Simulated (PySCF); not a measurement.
Molecule: Al(H)(OMe)(SMe), SMILES C[O][AlH][S]C. Atoms near the plane z = 0.0 Å, at the PBE0/def2-SVP optimised geometry (x, y, z in Å): Al1 (-1.2, 0.9, 0.0), H2 (-2.1, 2.2, 0.0), O3 (0.5, 0.9, 0.0), C4 (1.5, 1.8, 0.0), H5 (1.2, 2.8, 0.0), H6 (2.2, 1.6, 0.9), H7 (2.2, 1.6, -0.9), S8 (-2.2, -1.1, 0.0), C9 (-0.7, -2.2, 0.0), H10 (0.2, -1.6, 0.0), H11 (-0.8, -2.8, -0.9), H12 (-0.8, -2.8, 0.9).

Method: PBE0/def2-TZVP run with PySCF. Cells within 0.4 Å of a nucleus heavier than hydrogen are left out (blank, or x). The values are rescaled to run from 0 to 1.

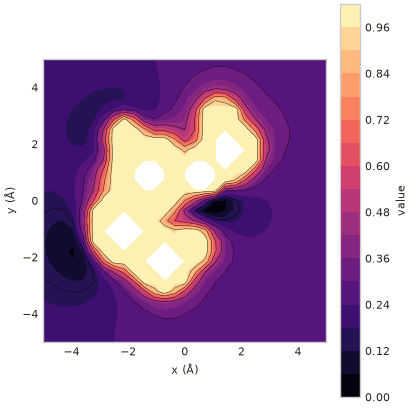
a field on the plane z = 0.0 Å.

Question: Which quantity is mapped?
A. Laplacian of the electron density
B. electrostatic potential
C. log10 of the electron density
D. an orbital amplitude

Answer: B, electrostatic potential. In full: electrostatic potential (hartree/e), clipped to [-0.08, 0.12].
